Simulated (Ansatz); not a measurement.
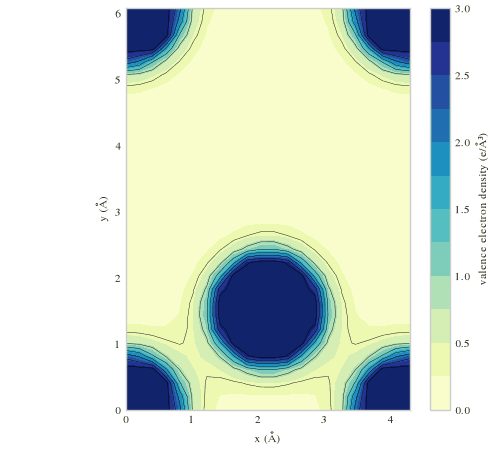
Fig. 1. Valence electron density (e/Å³), cut off at 3 on a lattice plane, r²SCAN in the plane-wave PAW code Ansatz

**Question.** Which of these materials gives this?
(A) Au, diamond
(B) Ga, diamond
(C) Sb, diamond
(D) La, diamond

**Answer.** A, Au, diamond. Atoms in the plane, in fractions of its two edges: Au at (0.00, 0.00), Au at (0.50, 0.25).

The density is the valence pseudo-density with augmentation charge, so density and ELF within about 1 Å of a nucleus are not all-electron values.

Space group Fd-3m (diamond). The start of the workflow was typed in or built on a structure type; neither database checked (COD, Materials Project) lists it. It is not the phase usual at ambient conditions (space group No. 225). The r²SCAN relaxation kept the symmetry of its start. At this level the phase is mechanically unstable. Scalar-relativistic: spin–orbit coupling is off unless named, which matters more the heavier the elements.

Potentials: the earlier of the program's two PAW sets.
